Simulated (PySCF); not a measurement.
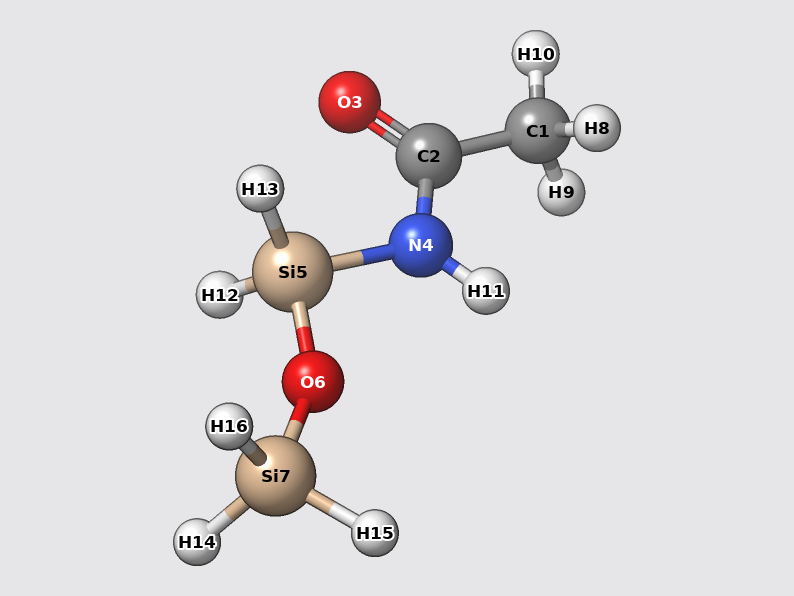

Computed geometry: GFN2-xTB optimisation. No frequency run is at hand to confirm it as a minimum. Electric field gradients from the ground-state density, PBE0/pcSseg-1 (PySCF 2.14.0), non-relativistic apart from any core potentials.

Give the largest field-gradient component, the quadrupole coupling constant and the asymmetry for 17O at O3 (Q = −25.6 mb), 14N at N4 (Q = 20.44 mb), 17O at O6 (Q = −25.6 mb), 2H at H8 (Q = 2.86 mb), 2H at H9 (Q = 2.86 mb).

| atom | V_zz (a.u.) | e²qQ/h (MHz) | η |
| --- | --- | --- | --- |
| O3 | −1.535 | 9.23 | 0.01 |
| N4 | −0.689 | −3.31 | 0.56 |
| O6 | 1.069 | −6.43 | 0.19 |
| H8 | 0.313 | 0.210 | 0.03 |
| H9 | 0.312 | 0.210 | 0.03 |

The geometry is semi-empirical. Around Si such bond lengths and angles can be off by a tenth of an ångström or more and by several degrees, and values that hang on the shape move with them.
